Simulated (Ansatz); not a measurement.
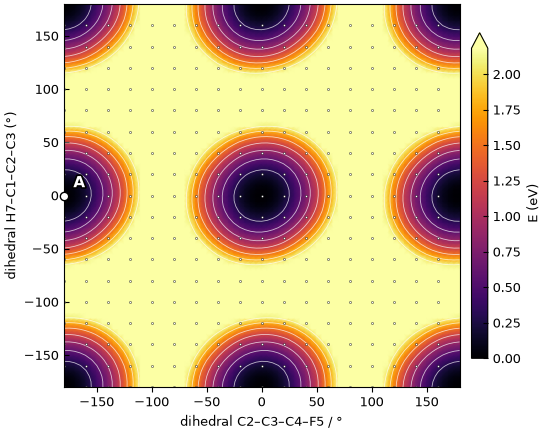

C4H4F2, SMILES C=CC=C(F)F. First axis: dihedral C2–C3–C4–F5. Second axis: dihedral H7–C1–C2–C3. Nothing is relaxed (all other coordinates rigid). Grid: 18 × 18 points. Points are written as (first, second). Energies: eV, counted from the lowest grid point. The dihedral twists a double bond; near 90° a spin-restricted reference is unreliable. Theory: RKS B3LYP-D4/def2-SVP (Ansatz 0.2.0).

In the figure: a smooth colour map with a few white contour lines, dots at the grid points, one colour for all values above the top of the scale, the well A. Between grid points the surface is interpolated.

### Estimate the position of the minimum and the force constants in these coordinates. Take the well at A.

The interpolated minimum is at dihedral C2–C3–C4–F5 ≈ −180°, dihedral H7–C1–C2–C3 ≈ 0°. The curvatures there are about 3 eV/rad² and 3.2 eV/rad², with a cross term of about −0.2 eV/rad². Round the minimum the two coordinates are weakly coupled (coupling −0.06 in units of the two stiffnesses).
